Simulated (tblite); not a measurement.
# Frequency calculation of C2F4

- system: C2F4 (tetrafluoroethene)
- method: GFN2-xTB harmonic vibrations, gas phase (tblite 0.8.0)

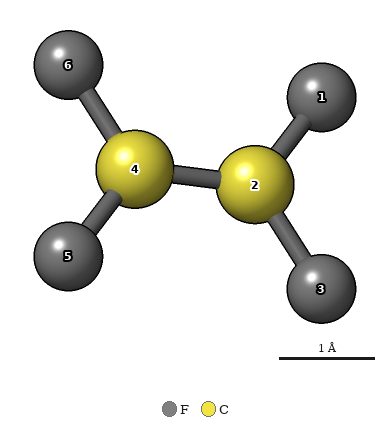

Figure 1. The structure as given in the input (ball-and-stick view, seen at a tilt; atoms are numbered from 1 in the order of the input). Bond lengths as drawn: C–C 1.33 Å and C–F 1.32 Å.

## Input
```
{"job": {"kind": "ir", "xc": "GFN2-xTB", "basis": "xTB"}, "charge": 0, "multiplicity": 1}
F     -1.363309    -0.006392     1.134386
C     -0.662680    -0.022272     0.015335
F     -1.432531    -0.089391    -1.055204
C      0.664536     0.023711    -0.029532
F      1.365108     0.007760    -1.148571
F      1.435122     0.090565     1.040438
```

The first line tells a small driver script what to run in tblite; the rest is the geometry in Å.

Machine: 1 CPU thread, shared host.

Launch command:
```bash
OMP_NUM_THREADS=1 python <driver script> task.json out
```

## The program's output
```
mode    cm-1     km/mol
  1     169.1      8.46
  2     185.8      0.00
  3     352.2      0.00
  4     395.8      0.00
  5     414.4     48.22
  6     481.2     12.02
  7     506.1      0.00
  8     769.3      0.00
  9    1125.0    444.23
 10    1223.8      0.00
 11    1250.4    451.32
 12    1821.7      0.00
ZPE 52.006  H(298)-E 69.170  G(298)-E -21.984 kJ/mol  S 305.73 J/(mol K)
```

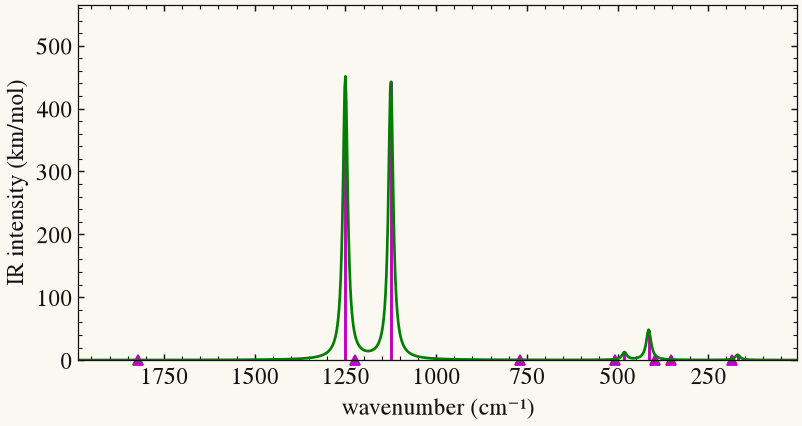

Figure 2. Harmonic infrared spectrum, unscaled: sticks (degenerate modes added up, dark ones marked on the axis) with a Lorentzian envelope of 16 cm⁻¹ full width, scaled to the tallest stick. 12 modes from 169 to 1822 cm⁻¹, none imaginary. The strongest line is at 1250 cm⁻¹ (451 km/mol). All modes, in cm⁻¹ (km/mol): 169 (8.5), 186 (0.0), 352 (0.0), 396 (0.0), 414 (48), 481 (12.0), 506 (0.0), 769 (0.0), 1125 (444), 1224 (0.0), 1250 (451), 1822 (0.0).

## Results in brief

```csv
quantity,value
outcome,converged
total energy,−630.1410 eV
zero-point energy,12.4300 kcal/mol
peak memory,0.18 GiB
```
